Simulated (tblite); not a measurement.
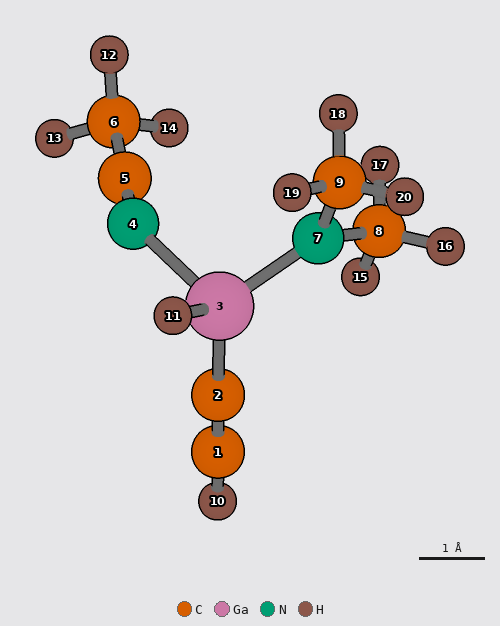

Figure 1. The structure as given in the input (ball-and-stick view, seen at a tilt; atoms are numbered from 1 in the order of the input). Sticks mark near contacts. Bond lengths as drawn: C–C 1.21 to 1.43 Å, C–Ga 1.95 Å, C–H 1.06 to 1.10 Å, C–N 1.15 to 1.45 Å, Ga–H 1.53 Å and Ga–N 1.85 to 2.10 Å.

## Frequency calculation of C$_{6}$H$_{11}$GaN$_{2}$

C$_{6}$H$_{11}$GaN$_{2}$, computed with GFN2-xTB harmonic vibrations, gas phase (tblite 0.8.0).

It belongs to a series of runs on one base structure; here: H on Ga replaced by NMe2.

## The program's output
```
mode    cm-1     km/mol
  1     -35.0      0.02
  2      26.0      3.68
  3      31.5      1.78
  4      50.2      1.54
  5      66.9      0.24
  6      96.5      1.64
  7     111.1      2.90
  8     166.5      6.69
  9     173.5      2.96
 10     204.9     14.78
 11     221.7     25.73
 12     246.9     28.68
 13     251.9      2.24
 14     276.2      5.83
 15     297.9     14.29
 16     365.6      0.87
 17     372.6      1.73
 18     442.0     39.91
 19     498.4    102.79
 20     505.9     44.60
 21     579.4    154.77
 22     672.0     29.57
 23     675.1     41.74
 24     969.5     62.60
 25     984.7     14.46
 26     989.5     21.15
 27    1001.8     42.53
 28    1051.9      0.70
 29    1093.6      0.06
 30    1123.7      0.56
 31    1185.8     45.14
 32    1240.3     10.53
 33    1358.0     37.43
 34    1397.3     17.09
 35    1400.0     17.08
 36    1409.6      3.23
 37    1415.7      8.67
 38    1467.8      1.17
 39    1474.1      4.26
 40    1504.2      9.28
 41    1511.1      3.86
 42    1801.2    307.79
 43    2142.1     20.13
 44    2332.4    179.59
 45    2828.8     84.11
 46    2839.5    105.61
 47    2880.0     24.21
 48    2886.1    236.33
 49    2943.1     33.65
 50    2950.6     35.80
 51    3007.1      0.04
 52    3010.8      0.63
 53    3015.8      0.66
 54    3311.0      8.31
```

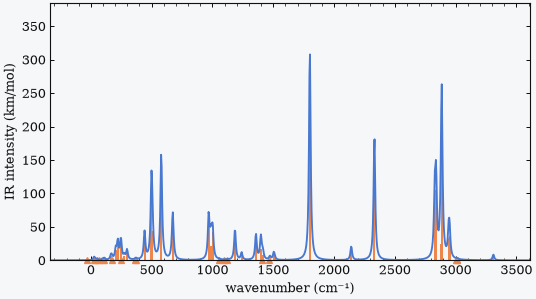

Figure 2. Harmonic infrared spectrum, unscaled: sticks (degenerate modes added up, dark ones marked on the axis) with a Lorentzian envelope of 16 cm⁻¹ full width, scaled to the tallest stick; imaginary modes are drawn at negative wavenumbers. 54 modes from 35i to 3311 cm⁻¹, 1 imaginary beyond 8i (35i cm⁻¹): not a clean minimum; so soft a mode can be a shallow saddle, an incomplete relaxation or noise of the force constants. The strongest line is at 1801 cm⁻¹ (308 km/mol).

The run was set up as follows.

## Input file
```
{"job": {"kind": "ir", "xc": "GFN2-xTB", "basis": "xTB"}, "charge": 0, "multiplicity": 1}
C      0.734185     3.440696    -0.946040
C      0.305046     2.551708    -0.249562
Ga    -0.439544     1.156313     0.898447
N      1.369376     0.107268     1.064691
C      2.131498    -0.544075     0.500692
C      3.082418    -1.357637    -0.183209
N     -1.489239    -0.087489     0.027468
C     -1.485636    -0.297680    -1.401356
C     -2.348642    -1.015014     0.728158
H      1.115297     4.215468    -1.553561
H     -0.774301     1.366435     2.376453
H      3.034124    -2.377317     0.198567
H      4.086827    -0.962128    -0.031100
H      2.852345    -1.359434    -1.249046
H     -0.850310     0.460169    -1.867580
H     -2.497154    -0.212677    -1.821387
H     -1.098721    -1.293870    -1.666373
H     -2.020459    -2.056480     0.593777
H     -2.326688    -0.779752     1.796091
H     -3.385571    -0.943826     0.372136
```

The first line tells a small driver script what to run in tblite; the rest is the geometry in Å.

Launch command:
```bash
OMP_NUM_THREADS=1 python <driver script> task.json out
```

## Summary

| quantity | value |
| --- | --- |
| outcome | converged |
| total energy | −690.8187 eV |
| zero-point energy | 92.7220 kcal/mol |
| hardware | 1 CPU thread, shared host |
| wall time | 1.5 s |
| peak memory | 0.18 GiB |
